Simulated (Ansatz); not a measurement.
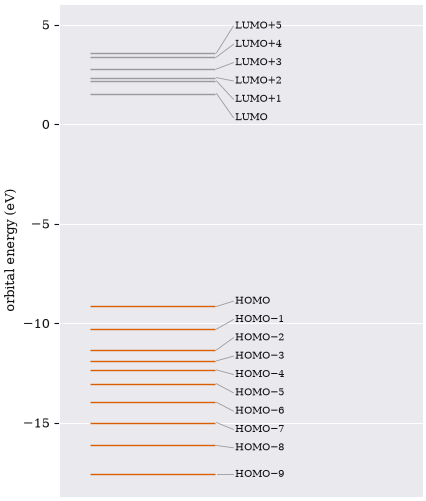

CH₇BN₂Si, SMILES BN[Si@H]1CN1. Kohn-Sham orbital energies near the frontier, ωB97M-V/def2-TZVPP with the Ansatz code, at a PBE0-D4/def2-TZVP geometry (no frequency check), isolated molecule; empty levels in grey, levels within 0.03 eV side by side.

> Where do the frontier orbitals lie?

HOMO at −9.16 eV, LUMO at 1.54 eV, 10.70 eV apart.

> How far below the HOMO does the next level lie?

1.14 eV.

> List the levels.

```tsv
orbital	energy (eV)
LUMO+5	3.58
LUMO+4	3.37
LUMO+3	2.78
LUMO+2	2.34
LUMO+1	2.17
LUMO	1.54
HOMO	−9.16
HOMO−1	−10.30
HOMO−2	−11.34
HOMO−3	−11.89
HOMO−4	−12.35
HOMO−5	−13.04
HOMO−6	−13.97
HOMO−7	−14.99
HOMO−8	−16.14
HOMO−9	−17.60
```

Known limits of this run: one conformer of a flexible molecule; empty levels above zero depend strongly on the basis.
